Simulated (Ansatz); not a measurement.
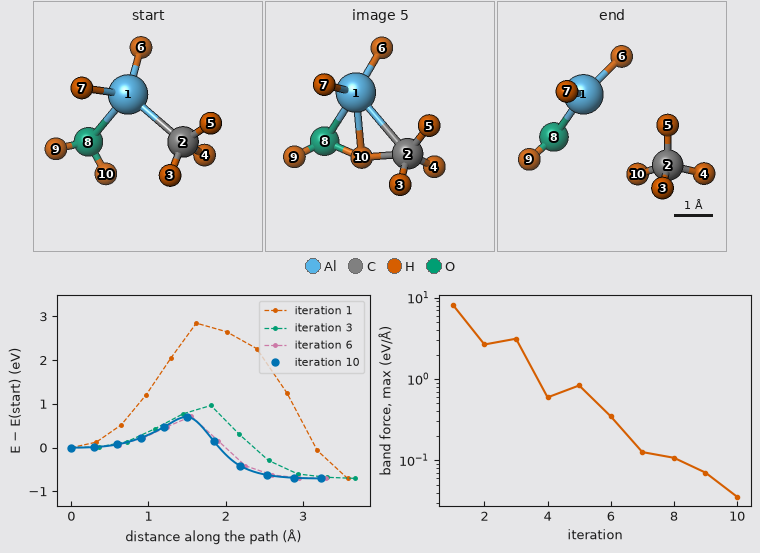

A nudged-elastic-band calculation for CH$_{7}$AlO. Images are numbered from 0 (start) to 10 (end). The plot follows the band through its iterations. A ball-and-stick model, seen from a free direction.

Theory: Ansatz, RKS PBE0-D4/6-31G*. Set-up: 9 movable images; climbing image; force threshold 0.05 eV/Å; iteration limit 56; starting path through a guess of the saddle point.

Question: Did the band converge, and can the barrier be trusted?

Answer: The result is final at these settings. The band converged in 10 iterations. The largest component of the band force went from 8.2 to 0.036 eV/Å. The climbing image converged on the top of the path. Its vibrational analysis gives one imaginary mode (1288i cm⁻¹), as a transition state must have. The first iteration put the highest image at 2.85 eV. The highest point, image 5, lies 0.70 eV above the start and 1.41 eV above the end; the end is at −0.70 eV relative to the start.
